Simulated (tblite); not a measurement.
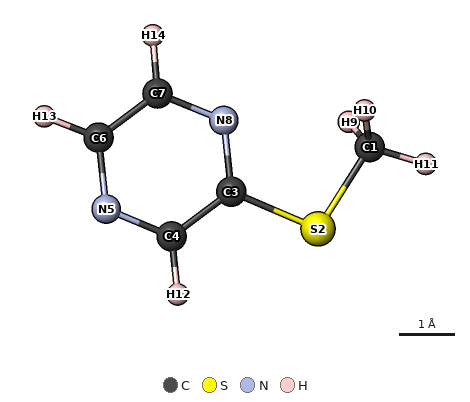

The starting structure (ball-and-stick view, seen at a tilt; atoms are numbered from 1 in the order of the input).

Molecular dynamics, with input and output: C5H6N2S (part 1 of 2)

The run: molecular dynamics of C5H6N2S (2-(methylthio)pyrazine). Method and program: GFN2-xTB Langevin dynamics, gas phase (tblite 0.8.0).

Log
```
t/fs     T/K   E - E0/eV
     0.0    322.8     0.0000
   525.0    373.6     0.3624
  1050.0    222.9     0.4442
  1575.0    362.8     0.7956
  2100.0    332.9     0.6726
  2625.0    353.3     0.4784
  3150.0    296.2     0.6021
  3675.0    480.5     0.8147
  4200.0    292.4     0.4305
  4725.0    461.5     0.7316
  5250.0    341.2     0.4940
  5775.0    174.7     0.4948
  6300.0    343.9     0.6008
  6825.0    348.1     0.5678
  7350.0    489.0     0.5919
  7875.0    351.5     0.7513
  8400.0    300.1     0.5051
  8925.0    385.3     0.3210
  9450.0    253.5     0.6501
  9975.0    607.6     0.4850
 10500.0    274.0     0.6033
 11025.0    272.4     0.4320
 11550.0    268.3     0.6255
 12075.0    328.0     0.9816
 12600.0    432.3     0.5516
```

Trajectory as extended XYZ (Å, eV, eV/Å), 25 frames, from step=0 to step=8400
```
14
Properties=species:S:1:pos:R:3:forces:R:3 step=0 time_fs=0.0 energy=-621.28105 temperature=322.8
C     2.5202    0.7992    0.2886    0.0010  -0.0010  -0.0010
S     1.9304   -0.7561   -0.4333    0.0000   0.0010   0.0010
C     0.2055   -0.5377   -0.2618    0.0000   0.0000   0.0010
C    -0.6850   -1.5276   -0.7011    0.0000   0.0000  -0.0010
N    -1.9833   -1.3741   -0.5770    0.0000  -0.0020   0.0010
C    -2.4234   -0.2479   -0.0205    0.0000   0.0010  -0.0020
C    -1.5437    0.7293    0.4127    0.0010  -0.0010   0.0020
N    -0.2314    0.5850    0.2926    0.0010   0.0010   0.0000
H     2.1213    1.6283   -0.2864   -0.0010  -0.0010   0.0000
H     2.1843    0.8594    1.3186    0.0000  -0.0010   0.0000
H     3.6034    0.7752    0.2346    0.0010  -0.0010   0.0000
H    -0.3303   -2.4427   -1.1531    0.0020   0.0000   0.0000
H    -3.4945   -0.1446    0.0707   -0.0020   0.0000   0.0000
H    -1.8761    1.6525    0.8674   -0.0010   0.0010   0.0000
14
Properties=species:S:1:pos:R:3:forces:R:3 step=350 time_fs=525.0 energy=-620.91869 temperature=373.6
C     2.5088    1.3490    1.1256   -0.2950  -1.4100   0.6390
S     2.3117    0.0572   -0.1551    0.0370   0.1020  -0.1100
C     0.5914   -0.2424   -0.0485   -0.4190  -0.1050   0.0070
C    -0.0928   -1.1923   -0.8508    1.0530   1.2120   0.9300
N    -1.3657   -1.3208   -0.7836   -0.8210  -0.8390  -0.2430
C    -2.0818   -0.5971    0.0844    0.0770  -0.5150  -1.4100
C    -1.4517    0.3248    0.8433    1.5300  -0.4070   0.9720
N    -0.1091    0.4252    0.8368   -0.5140   0.7620  -0.0350
H     2.9029    2.2553    0.7512    0.4000   0.6110  -0.5300
H     1.4928    1.4670    1.4929    0.0220   0.1860   0.1980
H     3.1556    0.9033    1.8948   -0.1970   0.3500  -0.2240
H     0.4903   -1.8218   -1.4342    0.6180  -1.0650  -1.2410
H    -3.1105   -0.8472   -0.0170   -0.7100   0.3490   0.4360
H    -1.8640    0.8148    1.6770   -0.7800   0.7690   0.6100
14
Properties=species:S:1:pos:R:3:forces:R:3 step=700 time_fs=1050.0 energy=-620.83683 temperature=222.9
C     2.1953    1.2329    1.3756   -1.8890  -0.4410  -0.7460
S     2.2480   -0.2362    0.1862   -0.1180   1.0430   1.2210
C     0.5170   -0.4332   -0.0345    0.6610   0.1720  -1.4830
C     0.1129   -1.1641   -1.1712   -1.6590  -0.3320   0.4850
N    -1.1873   -1.2961   -1.4596    1.4780   0.2470  -0.2190
C    -2.0459   -0.6791   -0.6797   -1.2950  -0.8450   1.2460
C    -1.6347   -0.0110    0.4723   -0.2350   1.6390   0.2050
N    -0.3372    0.2646    0.6808   -0.8990  -0.7900   0.5700
H     3.1393    1.7072    1.4136    0.7780   0.1520  -0.0380
H     1.4206    1.8937    0.9245    0.6960  -0.2890   0.2120
H     1.8027    0.9741    2.3656    0.4090  -0.3450  -0.3660
H     0.7380   -1.7464   -1.8035    0.6780  -0.0740  -0.1780
H    -3.1007   -0.9822   -0.8556    0.6970   0.6790   0.0810
H    -2.3231    0.5375    1.1865    0.6970  -0.8140  -0.9890
14
Properties=species:S:1:pos:R:3:forces:R:3 step=1050 time_fs=1575.0 energy=-620.48542 temperature=362.8
C     2.5315   -0.3305    1.5653    1.0560  -0.4390   1.7690
S     1.8468   -1.7767    0.8938   -0.7410  -1.7010  -1.6300
C     0.4296   -1.0933    0.1416   -1.2390   0.3330   1.6150
C    -0.2623   -1.7062   -0.9103   -0.9670   1.8670  -0.5230
N    -1.2226   -0.9421   -1.5084    0.8320  -1.9940   0.6530
C    -1.6502    0.1838   -0.9287   -1.0110  -1.3700  -3.2840
C    -1.1447    0.5690    0.2500    1.7150   0.4240   1.3510
N    -0.0824   -0.0235    0.8204   -0.1110  -0.4920  -1.9200
H     2.3615    0.5433    1.0074   -0.2140   0.8490  -0.6290
H     2.1153   -0.2950    2.5645    0.0840   0.6870   0.3060
H     3.5824   -0.6098    1.6315    0.2340   0.5380   0.1190
H     0.0099   -2.7093   -1.2586   -0.2750   0.7580  -0.1760
H    -2.4503    0.6598   -1.5811    1.0720  -0.2210   1.2440
H    -1.4413    1.5070    0.6215   -0.4340   0.7610   1.1040
14
Properties=species:S:1:pos:R:3:forces:R:3 step=1400 time_fs=2100.0 energy=-620.60841 temperature=332.9
C     3.1000   -0.5990    1.2209   -0.6460   1.0210  -0.1790
S     1.6395   -1.6814    1.3471    1.1190  -0.8590   0.7770
C     0.2213   -0.8313    0.8652    1.0000  -1.5460   0.4970
C    -0.9136   -1.5941    0.7766   -3.3190   0.3150  -1.1730
N    -2.0553   -0.9522    0.3765    1.3550  -1.2630   0.5390
C    -1.9175    0.2761   -0.0408   -2.1940   1.6450  -1.3130
C    -0.7100    0.9414   -0.1122   -0.0860  -0.8260   1.4440
N     0.3293    0.4016    0.5081    0.3460   1.7370  -1.1340
H     2.8671    0.2856    0.6199   -0.0180  -0.5910  -0.5660
H     3.3748   -0.1417    2.1489   -0.0090  -0.2710   0.9790
H     3.9035   -1.2192    0.8781    0.2090  -0.0600  -0.4200
H    -1.0855   -2.6718    0.8522    0.6180   0.5280   0.4330
H    -2.8718    0.8149   -0.4377    1.5140  -1.0730   0.7240
H    -0.5863    1.9145   -0.4636    0.1100   1.2440  -0.6070
14
Properties=species:S:1:pos:R:3:forces:R:3 step=1750 time_fs=2625.0 energy=-620.80270 temperature=353.3
C     2.8144   -1.6954    1.1753    1.3860  -0.0400  -1.2260
S     1.5004   -2.3105    2.2084   -0.3860  -0.0820   0.2880
C     0.2399   -1.1564    1.8648   -0.1800   0.0780  -0.7740
C    -1.1068   -1.5004    1.8680    0.0840  -1.1070   1.1260
N    -2.0758   -0.7056    1.5719   -0.1760   1.5250  -0.1360
C    -1.7232    0.5531    1.2130   -2.0830   0.0460   0.2410
C    -0.4125    0.8659    1.0222    1.0180   0.2480  -0.6590
N     0.5482   -0.0202    1.3063    0.8670   1.4230  -0.3730
H     3.5172   -1.0445    1.7307   -0.2750  -0.6740  -0.0930
H     3.3113   -2.6404    0.7734   -0.3420   1.3560   0.5600
H     2.4802   -1.0711    0.3150   -0.2410  -0.6600   0.6650
H    -1.3347   -2.4598    2.2607   -0.5290  -0.8850  -0.0060
H    -2.5962    1.2635    1.1302    1.1660  -0.7730  -0.1840
H    -0.0532    1.7730    0.5009   -0.3090  -0.4560   0.5720
14
Properties=species:S:1:pos:R:3:forces:R:3 step=2100 time_fs=3150.0 energy=-620.67895 temperature=296.2
C     2.7036   -1.2134    2.1747    0.8870  -0.0280  -0.2280
S     1.2987   -1.7805    3.0643   -1.9320  -0.0990  -0.2730
C    -0.1034   -1.1144    2.0968    1.7800   0.6140   0.7750
C    -1.2980   -1.7148    2.3332   -1.8590  -1.4870   0.6330
N    -2.3109   -1.4269    1.5392   -0.9130   0.2320  -0.4630
C    -2.2251   -0.4525    0.6125   -0.8250  -0.4280   0.6200
C    -1.0882    0.3209    0.6268    0.5670   0.8000  -1.9750
N    -0.0362   -0.0578    1.2895    1.8010  -0.7740   1.0990
H     2.7304   -0.1535    2.3367    0.5170   0.5130  -0.0230
H     3.5515   -1.7582    2.6243   -0.2060   0.4970  -0.3480
H     2.6192   -1.4173    1.1126    0.0070  -0.1580  -0.0240
H    -1.4608   -2.5103    3.1462    0.2030   1.2090  -1.3530
H    -3.0940   -0.2473   -0.0572    0.7990  -0.4400   0.7680
H    -0.8163    1.1335   -0.0976   -0.8250  -0.4520   0.7930
14
Properties=species:S:1:pos:R:3:forces:R:3 step=2450 time_fs=3675.0 energy=-620.46633 temperature=480.5
C     2.1419   -1.9130    2.3454   -1.9610  -2.5430  -1.4180
S     0.5040   -2.5646    2.9326   -0.2810   0.4690   0.3670
C    -0.7005   -1.4283    2.2836    0.3090  -1.0980  -0.9640
C    -2.0621   -1.5028    2.7250    1.8940   2.9360  -1.8820
N    -2.8979   -0.6448    2.1309   -0.3120  -0.2760  -0.5340
C    -2.4918    0.0820    1.0846   -0.4860  -0.1050  -0.9260
C    -1.1641    0.0343    0.6477   -0.3500   2.2290  -1.3050
N    -0.2695   -0.7253    1.1957   -0.1800  -0.8720   2.0830
H     2.4293   -1.1407    2.9359    0.7240   2.2140   1.4930
H     2.7534   -2.7971    2.5207    0.2170   0.2620  -0.5200
H     1.9023   -1.6471    1.3130    0.6670  -0.0790   0.1780
H    -2.3197   -1.8844    3.6624   -0.4410  -0.8070   0.7760
H    -3.2061    0.6597    0.3975    0.6620  -0.7970   1.6860
H    -0.8071    0.8144   -0.1288   -0.4620  -1.5330   0.9670
14
Properties=species:S:1:pos:R:3:forces:R:3 step=2800 time_fs=4200.0 energy=-620.85057 temperature=292.4
C     0.9576   -3.4240    1.2022   -0.3970   1.1000   1.3150
S    -0.7693   -3.4156    1.9596    0.5640  -0.4730  -0.7740
C    -1.2651   -1.7907    1.5684    0.7610   0.1360   0.7270
C    -2.4980   -1.2554    1.9427   -1.1310   0.2480  -0.6520
N    -2.8479   -0.0273    1.4877   -1.1270  -2.2140   1.4540
C    -1.9745    0.6186    0.8134    1.5710   1.8730  -1.3360
C    -0.6501    0.1707    0.6670   -0.3190  -0.3860   0.0370
N    -0.2702   -1.0359    1.0582   -1.2790   0.5860  -0.2930
H     1.3930   -2.5353    1.7452    0.0640  -1.2230  -0.6490
H     1.3774   -4.3929    1.4622    0.0250   0.3170   0.1090
H     1.0150   -3.2457    0.1342   -0.4960  -0.0550   0.0920
H    -3.3151   -1.8465    2.4394    1.1290   0.6830  -0.4050
H    -2.2615    1.5956    0.3565    0.1160  -0.8220   0.5100
H     0.0740    0.7936    0.1950    0.5180   0.2300  -0.1340
14
Properties=species:S:1:pos:R:3:forces:R:3 step=3150 time_fs=4725.0 energy=-620.54942 temperature=461.5
C     0.5810   -2.5681   -0.5287   -1.9790  -2.1110   0.3390
S    -0.6891   -2.7523    0.8922    0.5060   1.0860  -0.6510
C    -1.5430   -1.2151    0.6633   -1.6140  -0.7160   0.8670
C    -2.7304   -0.7568    1.2783    0.9520   2.1680  -0.5020
N    -3.2290    0.4803    0.9818    1.0060  -2.0080   0.1560
C    -2.6244    1.1672    0.0209   -1.0540  -0.0110  -0.4830
C    -1.5529    0.6224   -0.6740   -0.4730   0.7860   0.4080
N    -1.0666   -0.5207   -0.3123    1.8830  -0.3060  -1.3090
H     1.2181   -1.7197   -0.5347    0.0940   0.5390   0.4270
H     1.1009   -3.5190   -0.2604   -0.0590   0.7820  -0.9480
H    -0.0684   -2.6125   -1.4614    1.1400  -0.1190   1.1300
H    -3.0856   -1.2071    2.1479   -0.8900  -0.7490   0.9310
H    -3.1707    2.0578   -0.2961    0.4960  -0.0210   0.2270
H    -0.9912    1.0606   -1.4619   -0.0110   0.6800  -0.5920
14
Properties=species:S:1:pos:R:3:forces:R:3 step=3500 time_fs=5250.0 energy=-620.78710 temperature=341.2
C     0.5387   -2.4166    0.9208   -0.7720   0.1330   0.6960
S    -1.2621   -2.7861    1.1227   -0.1420  -0.5720   0.4560
C    -2.1666   -1.4975    0.3888    0.7610   0.4270  -0.0300
C    -3.5409   -1.4214    0.2381   -2.0620  -1.1930   0.4010
N    -4.1175   -0.5546   -0.5753   -0.0750  -0.0490   0.6110
C    -3.3632    0.3863   -1.1052    1.4310  -0.9920   0.9530
C    -1.9981    0.4406   -0.7768   -0.8890   0.1280  -0.0550
N    -1.4118   -0.5013   -0.0535    0.1460   0.8480  -0.8500
H     0.9540   -3.2094    1.5923    0.0080   1.3240  -0.2180
H     0.8034   -2.6928   -0.0736    0.1850   0.0720  -0.7520
H     0.6983   -1.3177    1.0976    0.0880  -1.4210   0.1900
H    -4.2992   -2.0812    0.7702    1.2790   0.5540  -0.6550
H    -3.8011    1.1197   -1.6978   -0.7150   0.8410  -0.9670
H    -1.4946    1.3212   -1.1333    0.7560  -0.1010   0.2210
14
Properties=species:S:1:pos:R:3:forces:R:3 step=3850 time_fs=5775.0 energy=-620.78628 temperature=174.7
C    -0.0402   -3.6373    0.8888   -0.3150   1.1820  -1.6300
S    -1.7759   -3.9759    0.4986   -0.2220  -0.0970  -0.3850
C    -2.2222   -2.5101   -0.3802   -2.0300  -1.2770  -0.4610
C    -3.5218   -2.3474   -0.9582    1.2460   1.3470  -0.2180
N    -3.7932   -1.2498   -1.6744    0.9420  -0.5160   0.4610
C    -2.8218   -0.3083   -1.8471   -0.1400  -1.1910   1.9490
C    -1.6068   -0.4691   -1.1527   -1.2430  -0.2460  -1.2130
N    -1.3400   -1.5940   -0.5359    1.8060   0.4490   0.7720
H     0.2877   -4.3321    1.5883    0.5220  -1.0760   0.9390
H     0.6041   -3.5241    0.0121   -0.2570  -0.8120  -0.1610
H    -0.0523   -2.6430    1.2428   -0.0140   1.0650   1.0350
H    -4.2462   -3.0961   -0.7573   -0.7100  -0.1750  -0.2050
H    -3.1540    0.6157   -2.2609    0.0510   0.1960  -0.5360
H    -0.7514    0.1479   -1.1218    0.3640   1.1510  -0.3460
14
Properties=species:S:1:pos:R:3:forces:R:3 step=4200 time_fs=6300.0 energy=-620.68021 temperature=343.9
C    -0.6403   -2.8593    2.1710   -1.4840   0.3020   0.9080
S    -2.2472   -3.4447    1.4151    1.5350  -0.8980   1.1190
C    -2.6540   -2.1580    0.4076    1.1410   1.5600  -0.4660
C    -3.9968   -2.0061    0.0860   -0.1130  -1.3220   0.1250
N    -4.4120   -0.9621   -0.5094   -1.0240   1.7260  -1.0090
C    -3.5706    0.0102   -0.9278    1.0030  -2.5870   1.0770
C    -2.2001   -0.2265   -0.7710   -0.9490  -0.9240   1.8360
N    -1.7407   -1.2465    0.0219   -1.4690   0.3870  -1.0890
H    -0.0181   -2.3045    1.5325    0.5160   0.2110  -1.3520
H    -0.9488   -2.1189    2.9315    0.1040  -0.6670   0.0400
H    -0.1409   -3.7172    2.5826   -0.0050  -0.1490   0.1790
H    -4.7151   -2.7858    0.3219    0.0210   0.1120   0.0780
H    -4.1461    0.7825   -1.3115   -0.0150   1.5440  -0.8420
H    -1.4485    0.4687   -0.9983    0.7400   0.7060  -0.6020
14
Properties=species:S:1:pos:R:3:forces:R:3 step=4550 time_fs=6825.0 energy=-620.71327 temperature=348.1
C    -0.5550   -1.2311    2.2101   -0.8290  -0.8760   0.4830
S    -1.8438   -2.4099    1.7048   -0.1460  -1.5720  -0.1070
C    -3.0942   -1.3374    1.1481    0.9360  -0.9400   0.4880
C    -4.4123   -1.6597    0.8676   -0.5000  -1.8140  -0.8390
N    -5.2540   -0.7648    0.4030   -0.6630  -0.4680   0.0580
C    -4.8206    0.4527    0.2328    2.2420   0.8690   0.9400
C    -3.4425    0.7397    0.5272   -1.1520   0.4130  -0.5780
N    -2.5723   -0.1416    0.9815   -1.5180   1.2840  -0.6450
H     0.1572   -1.8753    2.7513   -0.0860   0.7870  -0.4850
H    -0.2644   -0.6201    1.3872    0.7620  -0.1040  -0.5120
H    -1.1660   -0.6166    2.8341    0.2980   0.6500   0.9730
H    -4.7961   -2.7191    0.7970    0.6100   1.1580   0.5390
H    -5.5142    1.2325   -0.0195   -0.0370   0.0200  -0.2690
H    -3.0325    1.7030    0.3179    0.0830   0.5930  -0.0460
```
